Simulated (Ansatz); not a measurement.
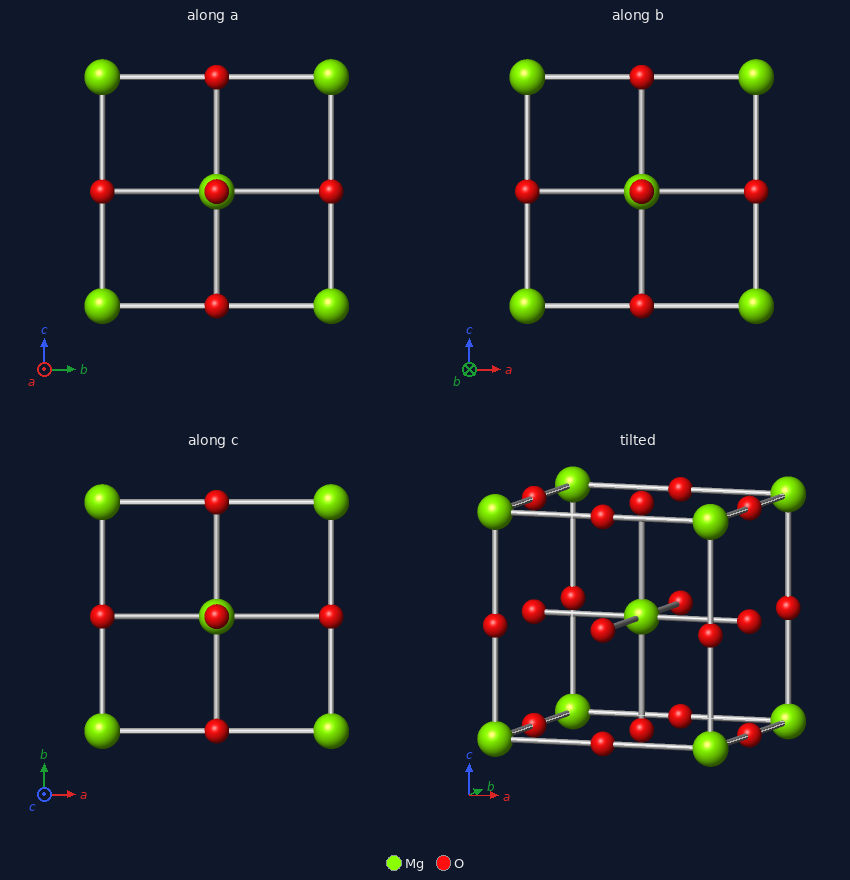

Shown here is a ball-and-stick view of the crystal, taken along the a axis, along the b axis, along the c axis and slightly off an axis. The edges of the conventional unit cell are marked.

Lattice parameters: a = 4.1700 Å, b = 4.1700 Å, c = 4.1700 Å, α = 90.000°, β = 90.000°, γ = 90.000°.

### Write down what is shown as a CIF in P1 with every atom of the cell.

```cif
data_structure
_symmetry_space_group_name_H-M 'P 1'
_symmetry_Int_Tables_number 1
_cell_length_a 4.1700
_cell_length_b 4.1700
_cell_length_c 4.1700
_cell_angle_alpha 90.000
_cell_angle_beta 90.000
_cell_angle_gamma 90.000
_cell_volume 72.51
loop_
_atom_site_label
_atom_site_type_symbol
_atom_site_fract_x
_atom_site_fract_y
_atom_site_fract_z
_atom_site_occupancy
Mg1 Mg 0.0000 0.0000 0.0000 1
O1 O 0.5000 0.0000 0.0000 1
O2 O 0.0000 0.5000 0.0000 1
O3 O 0.0000 0.0000 0.5000 1
Mg2 Mg 0.5000 0.5000 0.5000 1
O4 O 0.0000 0.5000 0.5000 1
O5 O 0.5000 0.0000 0.5000 1
O6 O 0.5000 0.5000 0.0000 1
```

The structure comes from a random cell made by a generator, so it need not be a real form of the compound. Relaxation method: DFT PBE, scalar-relativistic, plane waves, PAW in Ansatz 0.2.0.
